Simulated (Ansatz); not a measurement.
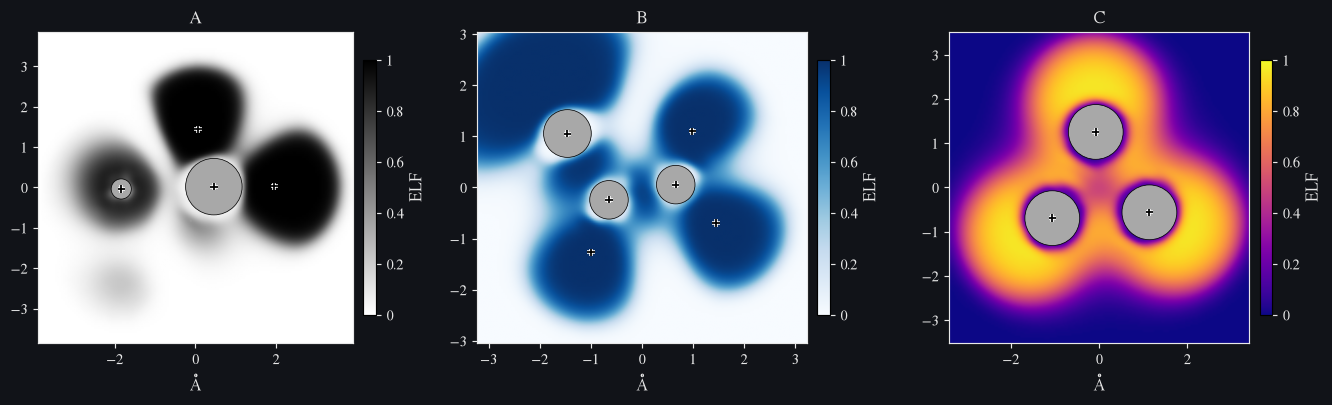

The ELF of 3 systems, each on a plane through atoms (crosses mark nuclei in the plane; grey discs cover the cores).

Method: RKS PBE0-D4/def2-TZVPP (Ansatz).

System 1: C2H3B, the molecular plane. Geometry: PBE0-D4/def2-TZVP.

```
atom    x (Å)    y (Å)    z (Å)
   B  -1.6338  -0.5258  -0.9498
   C  -0.4867  -0.9136  -0.0138
   C   0.1619   0.1929   0.3713
   H   1.0184   0.1866   1.0396
   H  -0.1869  -1.9002   0.3268
   H  -0.1596   1.1715   0.0152
```

System 2: P4 (SMILES p12p3p1p23), the plane of atoms P2, P3 and P4. Geometry: a frame of the PBE0-D4/def2-SVP trajectory.

```xyz
4

P    -0.7282   -0.1000    1.1168
P     1.3046    0.1153    0.3178
P    -0.1914   -1.0957   -0.7521
P    -0.3850    1.0804   -0.6826
```

System 3: H6NSi···HF···F, the plane of atoms H4, Si1 and H5. A transition-state structure; geometry: PBE0-D4/def2-TZVP.

```xyz
11

Si   -0.8505   -0.7062   -0.4534
F     0.6304    0.7088   -1.5038
H     0.1265   -1.6447   -1.0263
H    -1.7999   -1.5580    0.3350
H    -1.7072    0.1302   -1.3094
H     0.9781    0.4362    0.7600
N    -0.1285    0.2394    0.9582
H     1.4547    0.7625   -0.8305
F     2.1278    0.7184    0.1958
H    -0.5621    1.1554    1.0345
H    -0.2694   -0.2422    1.8401
```

### Which map belongs to which system?

Panel A is system 3, H6NSi···HF···F: the plane holds Si, F and H. Panel B is system 1, C2H3B: the plane holds B, C and H. C–C (1.34 Å): the ELF peaks at about 0.90 between the atoms: a multiple bond. Panel C is system 2, P4: the plane holds P. P–P (2.20 Å): the ELF peaks at about 0.75 between the atoms.
